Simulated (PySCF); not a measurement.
**H₂Si, SMILES `[SiH2]`: what the electrons do**

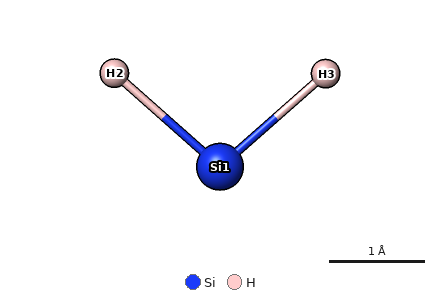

The molecule, with its atoms numbered as below. No frequency check shows the geometry to be a minimum.

Geometry (Å), atoms numbered from 1:

```
Si1      0.0000    0.1230    0.0000
H2       1.1126   -0.8608    0.0000
H3      -1.1125   -0.8609    0.0000
```

## 1. Bonding charge

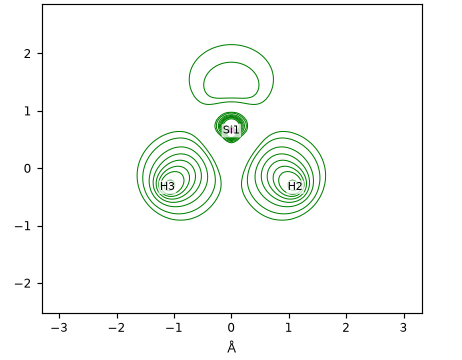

Deformation density (molecule less spherical, spin-averaged free atoms) in the molecular plane; contours at ±0.05 to ±0.8 e/Å³; solid green lines: gain, dashed magenta lines: loss.

Method: CAM-B3LYP/6-311+G**; geometry: GFN2-xTB; program: PySCF.

**How much density has each bond in this plane gained at its critical point, relative to the free atoms?**

Si1–H3 and Si1–H2: +0.21 e/Å³ at the bond critical point (bond length 1.49 Å). In all, 0.9 electrons gather in the regions of gain relative to the promolecule.

## 2. Bond critical points

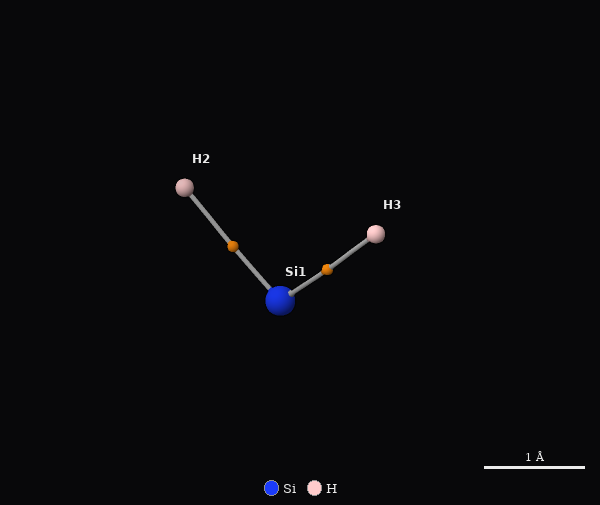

Molecular graph of the electron density (QTAIM): bond paths, bond critical points (orange), ring points (yellow, if any); weak paths are dashed.

**How many critical points of each kind are there, and does the count close?**

3 nuclei, 2 bond, 0 ring and 0 cage critical points: 3 − 2 + 0 − 0 = 1, as the Poincaré–Hopf relation requires.

**What does the calculation give at each kind of bond critical point?**

```tsv
bond	length (Å)	ρ (a.u.)	∇²ρ (a.u.)	ε	H (a.u.)
Si1–H3 (2 alike)	1.485	0.120	+0.20	0.16	−0.077
```

**What kind of interaction is Si1–H3?**

Polar or intermediate (positive Laplacian, negative energy density H): ρ = 0.120, ∇²ρ = +0.20, H = −0.077 a.u.

## 3. Local ionisation energy

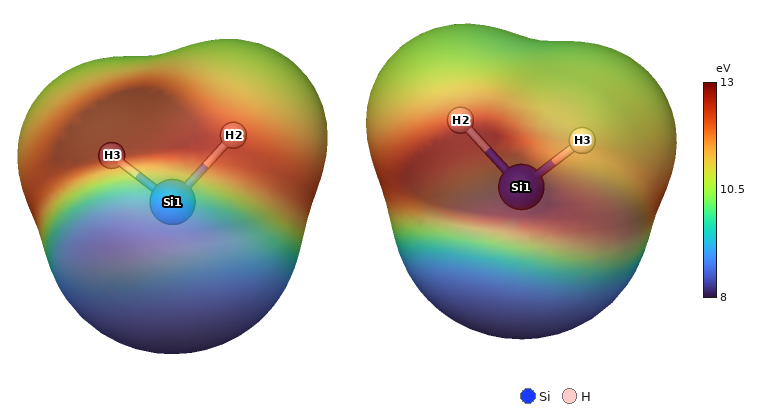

Average local ionisation energy on the surface of electron density 0.001 a.u. (back view left, front view right).

**Locate the minima of the map.**

The lowest value is 8.1 eV, 2.5 Å from Si1. Further minima include 10.2 eV, near H2 (1.81 Å) and H3 (1.92 Å), over Si1 (2.5 Å). For comparison, the highest occupied orbital lies at −7.9 eV.

**What volume does the surface enclose, and what is the dipole moment?**

About 57 Å³; the dipole moment is 0.6 D.

## 4. Excited states

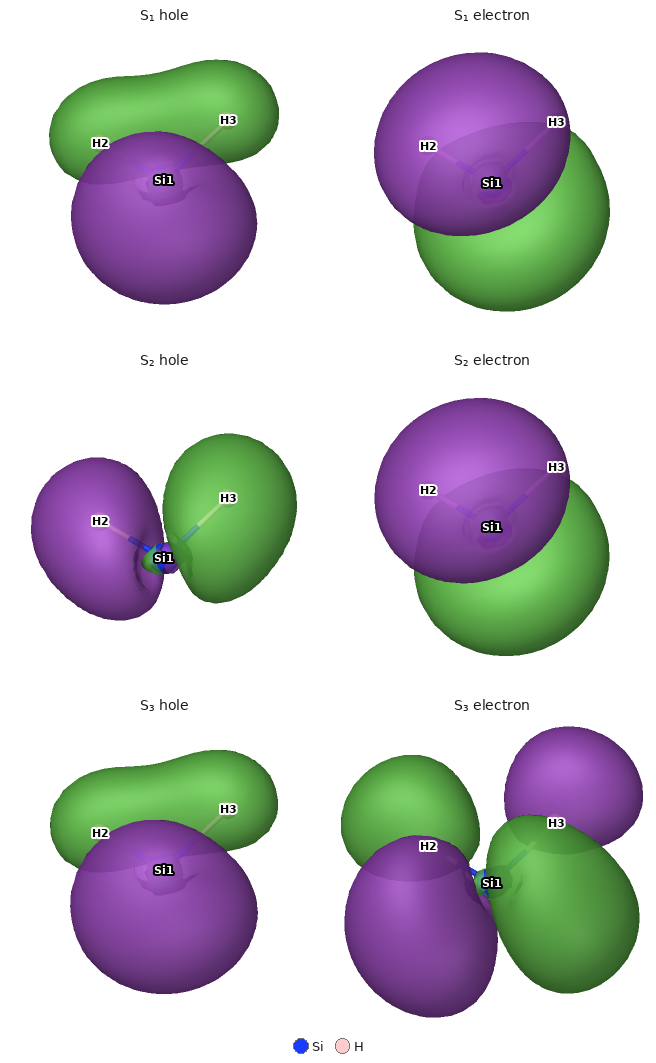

Leading natural transition orbitals (full linear response singlet states).

Computed with PySCF, B3LYP/def2-SVP, geometry: GFN2-xTB. Without diffuse functions Rydberg states are missing, so the states' numbers hold for this basis only.

**Describe these excited states.**

By state:
- S₁: 2.16 eV (574 nm), f = 0.017; the leading pair carries 100 %; hole on Si1 (77 %) and H2 and H3 (11 % each), electron on Si1 (89 %) and H2 and H3 (6 % each); their centroids lie 0.2 Å apart.
- S₂: 4.73 eV (262 nm), f = 0.000 (dark); the leading pair carries 100 %; hole on Si1 (45 %) and H2 and H3 (27 % each), electron on Si1 (90 %) and H2 and H3 (5 % each); their centroids lie 0.6 Å apart.
- S₃: 7.44 eV (167 nm), f = 0.295 (bright), partly diffuse acceptor orbital, which a basis without diffuse functions describes poorly; the leading pair carries 94 %; hole on Si1 (77 %) and H2 and H3 (12 % each), electron on Si1 (70 %) and H2 and H3 (15 % each) (atom shares of so diffuse an orbital are rough); their centroids lie 0.2 Å apart.

## 5. In an electric field

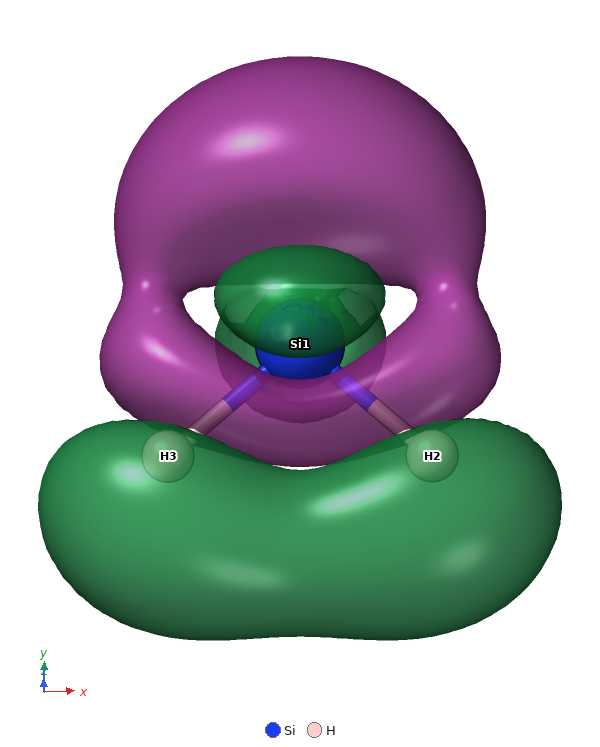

Change of the electron density in a uniform field of 0.41 V/Å, surfaces at ±0.0015 e/Å³ (green: gain, purple: loss).

Level of theory: PBE/def2-SVPD (PySCF), at a geometry from GFN2-xTB.

The field was applied in both directions; the picture shows the one opposite to the script's first.

**Along which Cartesian direction does the field point?**

Along +y: electrons gather on the −y side, against the field.

**How large is the response?**

The induced dipole is 0.76 D (along the field); α along this axis, from the fields in both directions, is 37 bohr³ (5.6 Å³).

## 6. Removing or adding an electron

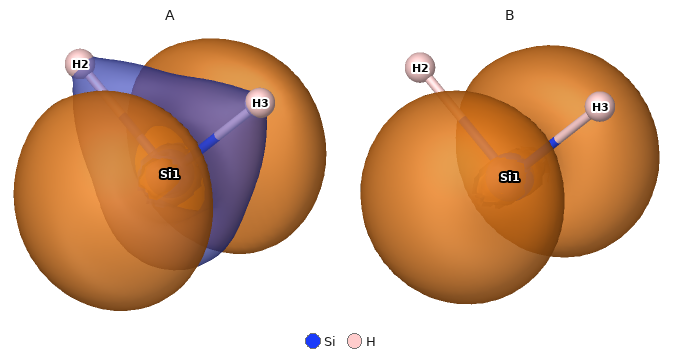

The Fukui function f⁺ from two separate SCF calculations and the density of the LUMO, at ±0.03 e/Å³ (orange positive, blue negative).

PySCF calculation, PBE/def2-SVP, gas phase; geometry: GFN2-xTB. This is a single-reference result, which may miss multireference character in this system.

**Which panel is which, and how good is the frozen-orbital picture?**

A is f⁺ (it has negative regions), B the LUMO density. The LUMO lies on Si1 (90 %) and H2 and H3 (5 % each); f⁺ (Hirshfeld-condensed) is largest on Si1 (0.81); the vertical electron affinity is 0.77 eV (the stability of the anion's solution wasn't checked; the anion's highest orbital has positive energy, so this value and f⁺ depend on the basis). Relaxation shifts 9 % of the electron between atoms. The orbital energy is −3.96 eV.

## 7. Stretching a bond

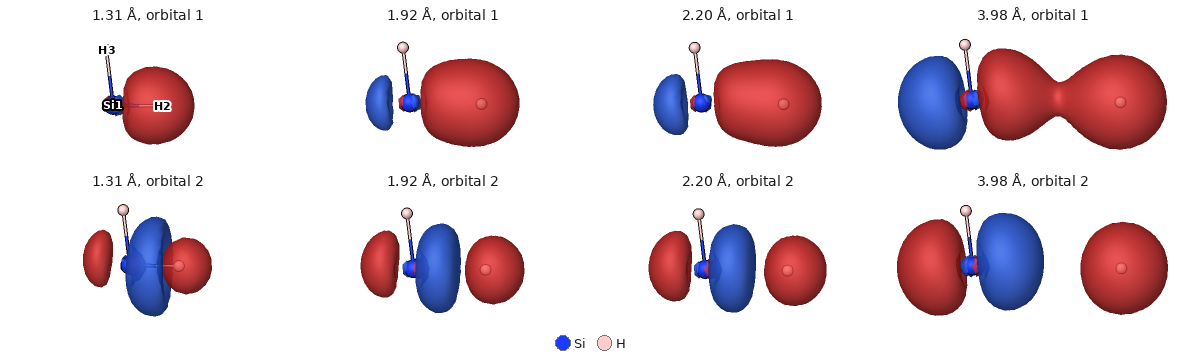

Rigid stretch of the Si1–H2 bond. The two CASSCF(2,2) natural orbitals nearest half filling (orbital 1 the more occupied).

Level of theory: def2-SVPD basis (PySCF), at a geometry from GFN2-xTB.

**How do the occupations change along the stretch?**

1.31 Å: 1.99 and 0.01; 1.92 Å: 1.94 and 0.06; 2.20 Å: 1.89 and 0.11; 3.98 Å: 1.20 and 0.80. At the longest distance computed (3.98 Å) they are 1.20 and 0.80, and the effective number of unpaired electrons is 1.8.

UHF already breaks spin symmetry near equilibrium here (⟨S²⟩ = 0.47 at 1.56 Å), for reasons apart from this bond.

**How much energy does the stretch cost?**

By CASSCF, 3.0 eV from the lowest point of the scan (1.56 Å) to 3.98 Å; RHF gives 5.6 eV from its own lowest point. The fragments aren't relaxed and dynamic correlation is missing, so this isn't a bond dissociation energy.

The PySCF runs shown took 2 s, 4.9 s, 2.5 s, 5.3 s and 12 s on 1 thread of Arm Neoverse V2, with other jobs on the host.
